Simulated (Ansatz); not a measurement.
# B2 (triplet): trial inputs and their diagnosis at distance B1–B2 = 1.432 Å

3 inputs are run for B2 (triplet) as typed; the log has to tell whether the result can be used and what must change.

Program: Ansatz 0.2.0, Gaussian basis. Level of theory: the settings change from run to run. These are calculated values, not measurements.

16 further runs of the same task are left out: 8 that didn't finish, 8 set aside as unsound or not needed.

**1. The geometry**

The geometry derives from a PBE0/def2-TZVP stationary point (not a proven minimum). One bond is set to the value named and the two fragments are kept rigid.

2 atoms, charge 0, spin multiplicity 3.

Atoms are counted from 1 here; the program's logs count them from 0.

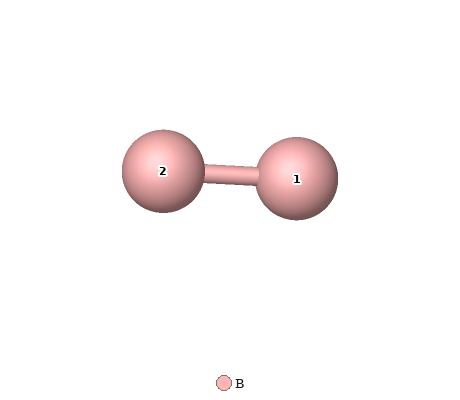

The geometry (boron pink); atoms are numbered from 1 in the order of the file.

**2. Input 1**

in.yaml reads:

```yaml
crystal:
  periodic: [false, false, false]
  atoms:
    - {symbol: B, position_ang: [0.000000, 0.000000, 0.000000]}
    - {symbol: B, position_ang: [0.000000, 0.000000, 1.432000]}
basis:
  gaussian: {orbitals: def2-SVPD}
magnetization: {spin_polarized: false, initial_magnetization: 2}
correlation: {method: fic_mrcisd_q, electrons: all, active_space: {window: {electrons: 4, orbitals: 4}, states: [{multiplicity: 3, weights: [1, 1]}], root: 5}}
```

The run is started by

```sh
$ ansatz run in.yaml --threads 1 --pin off --events-out ev --progress --plain --max-ram 2393MiB
```

The log of the run:

```text
Error: the active space averages no state 5, counted from zero
```

Wall time 0.03 s (1 thread of Arm Neoverse V1, shared host).

What is wrong: The run was refused. The root asked for lies beyond the states averaged. Fix: average more states or name a lower root.

**3. Input 2**

in.yaml reads:

```yaml
crystal:
  periodic: [false, false, false]
  atoms:
    - {symbol: B, position_ang: [0.000000, 0.000000, 0.000000]}
    - {symbol: B, position_ang: [0.000000, 0.000000, 1.432000]}
basis:
  gaussian: {orbitals: def2-mTZVP}
magnetization: {spin_polarized: false, initial_magnetization: 2}
correlation: {method: caspt2, electrons: valence}
output: {forces: true}
```

Same command.

The log of the run:

```text
Error: YAML parse error: error: line 9 column 23: unknown variant `caspt2`, expected one of mp2, rpa, ccsd, ccsd_t, bccd, bccd_t, ccsdt, ccsdt_q, ccsdt_q_b, ccsdtq, fci, sc_nevpt2, fic_nevpt4_sd, fic_mrcisd_q, fic_mrcisd_q_relaxed
  --> <input>:9:23
   |
 7 |   gaussian: {orbitals: def2-mTZVP}
 8 | magnetization: {spin_polarized: false, initial_magnetization: 2}
 9 | correlation: {method: caspt2, electrons: valence}
   |                       ^ unknown variant `caspt2`, expected one of mp2, rpa, ccsd, ccsd_t, bccd, bccd_t, ccsdt, ccsdt_q, ccsdt_q_b, ccsdtq, fci, sc_nevpt2, fic_nevpt4_sd, fic_mrcisd_q, fic_mrcisd_q_relaxed
10 | output: {forces: true}
   |
```

Run time: 0.03 s. Hardware: 1 thread of Arm Neoverse V1, shared host.

**Diagnosis.** The run was refused. The method's name isn't one that the program knows. Cure: name one from the list in the message.

**4. Input 3**

in.yaml reads:

```yaml
crystal:
  periodic: [false, false, false]
  atoms:
    - {symbol: B, position_ang: [0.000000, 0.000000, 0.000000]}
    - {symbol: B, position_ang: [0.000000, 0.000000, 1.432000]}
basis:
  gaussian: {orbitals: "6-31G*"}
magnetization: {spin_polarized: true, initial_magnetization: 8}
hamiltonian: {xc: {name: B3LYP}}
correlation: {method: bccd_t, electrons: outside_noble_gas}
output: {forces: true}
```

Launched as before.

The log of the run, cut to the lines that bear on the results:

```text
Functional definition: B3LYP
  name "B3LYP"
  cite "Stephens, Devlin, Chabalowski & Frisch, J. Phys. Chem. 98, 11623 (1994) doi:10.1021/j100096a001"
  cite "Becke, Phys. Rev. A 38, 3098 (1988) doi:10.1103/PhysRevA.38.3098"
  cite "Lee, Yang & Parr, Phys. Rev. B 37, 785 (1988) doi:10.1103/PhysRevB.37.785"
  cite "Vosko, Wilk & Nusair, Can. J. Phys. 58, 1200 (1980) doi:10.1139/p80-159"
[...]
280 factors; integrals over basis functions are off by at most 1.3e-3 eV
[...]
mean field -1146.06986017 eV, -42.1172905272 hartree, gradient 2.9e-6 eV, S^2 20.000136; 0 other end points of the search recorded, 0 dependent functions left out
reference -1134.19193996 eV, -41.6807850106 hartree; 9, 1 occupied and 21, 29 virtual orbitals, 280 factors
second order -4.20457195 eV of doubles, -0.06199847 eV of singles
cycle   1  -2.02854126 eV  change   -8.2e-1 eV  update   4.8e-2
[...]
cycle  26  -5.55188494 eV  change    3.9e-7 eV  update   4.2e-7
perturbative correction -0.06335509 eV, -0.0023282565 hartree
WARN: these amplitudes may be one of several solutions (largest doubles amplitude 0.19, level shift 92.92 eV)
[...]
Total energy: -1139.80717999 eV, -41.8871412755 hartree
Atom 0 at     0.000000     0.000000     0.000000 Å, force     0.000000     0.000000   -16.869285 eV/Å
Atom 1 at     0.000000     0.000000     1.432000 Å, force     0.000000     0.000000    16.869285 eV/Å
Dipole moment:    -0.000000     0.000000    -0.000000 e Å
```

Wall time 3.7 s (1 thread of Arm Neoverse V1, shared host).

**Diagnosis.** The run converged, which proves nothing about the input. Far too many unpaired electrons are asked for. Its energy belongs to the state of multiplicity 9, not to the triplet that was meant. To mend it, set initial_magnetization to that of the wanted state.

**5. Summary**

```csv
input,level,ended,cause,time
1,"MRCISD+Q(4,4)/def2-SVPD",refused,the root asked for lies beyond the states averaged,0.03 s
2,'caspt2'/def2-mTZVP,refused,the method's name isn't one that the program knows,0.03 s
3,BCCD(T)/6-31G*,converged,far too many unpaired electrons are asked for,3.7 s
```

2 refused, 1 converged. The input that converges on a wrong geometry or spin is the dangerous one: no error points at it, so geometry and ⟨S²⟩ have to be checked.
